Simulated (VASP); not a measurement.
Band structure of WC (relaxed from the zinc blende structure, space group F-43m). Level of theory: r2SCAN meta-GGA, VASP's PBE PAW potentials (set 64) (plane waves; VASP).

Unless said otherwise, spin-orbit coupling is left out, though it shifts the bands of the heavy elements here.

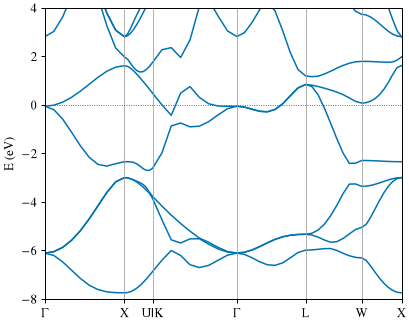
Fig. 1. Bands along high-symmetry lines, zero at the valence-band maximum or, without a gap, the Fermi level

Problem. Read the plot: is there a gap, and where are the band edges?

Solution. It has no gap at this level: it comes out as a metal or semimetal.

The structure was generated: WC was put into the zinc blende type (F-43m), which need not be its known phase. It was relaxed first, which changed the volume by -38 %.
